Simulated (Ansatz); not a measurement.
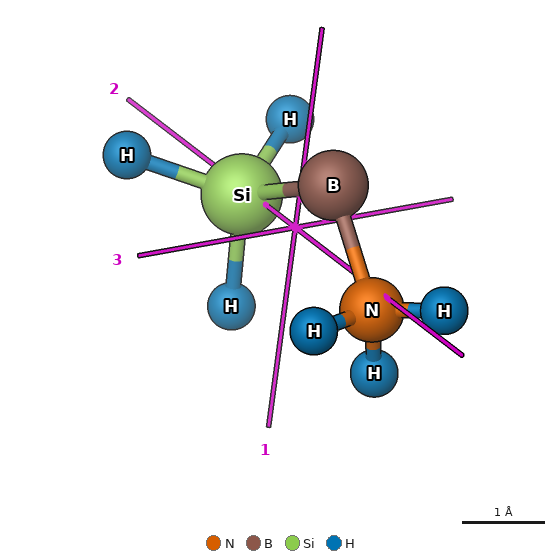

The three principal axes of inertia are drawn and numbered. Distant atoms are faded towards the background colour. Computed geometry: PBE-D4/def2-SVP optimisation. No frequency run is at hand to confirm it as a minimum. Masses are those of the most abundant isotopes; constants are for the rigid equilibrium geometry.

**Which line is the a axis (least moment of inertia), which b and which c?**

a is line 2, b is line 1, c is line 3; the moments are 19.0, 114, 125 u Å².

**Classify the rotor and give the rotational constants (MHz).**

An asymmetric top (C1): A = 26588, B = 4431, C = 4059 MHz. Ray's parameter κ is −0.97, close to the prolate limit.
